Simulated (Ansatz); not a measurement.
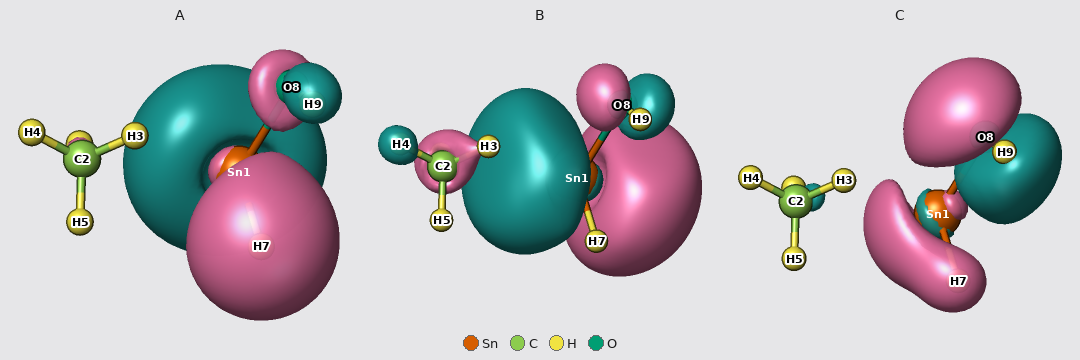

Figure 1: H$_{2}$OSn···CH$_{4}$. Three frontier orbitals at ±0.08 Å⁻³ᐟ² (teal and pink are the two phases), in no order.

Core potentials replace the inner electrons of Sn.

Level of theory: Ansatz 0.2.0, RKS B3LYP/def2-SVP.

```yaml
atoms:
  - { symbol: Sn, position_ang: [-0.0205, 0.0485, -1.0134] }
  - { symbol: C, position_ang: [1.6351, -0.0288, 1.9003] }
  - { symbol: H, position_ang: [0.7057, -0.6217, 1.8913] }
  - { symbol: H, position_ang: [2.2903, -0.4133, 2.7004] }
  - { symbol: H, position_ang: [1.4053, 1.0331, 2.0879] }
  - { symbol: H, position_ang: [2.1711, -0.1319, 0.9393] }
  - { symbol: H, position_ang: [-1.1194, 1.0911, -0.0143] }
  - { symbol: O, position_ang: [-0.9789, -1.6706, -0.5635] }
  - { symbol: H, position_ang: [-1.7118, -1.5511, 0.0567] }
```

Order the three orbitals by energy and name them.

C is the HOMO−1 (−8.00 eV). It lies mainly on O8 (about 75 %) and Sn1 (about 15 %); largely a lone pair of O8. A is the HOMO (−6.49 eV). By Hirshfeld shares it lies mainly on Sn1 (about 65 %) and H7 (about 30 %). B is the LUMO (−2.26 eV). Its weight (Hirshfeld) is mainly on Sn1 (about 80 %) and O8 (about 10 %).

What is the HOMO–LUMO gap?

4.23 eV between the orbital energies.
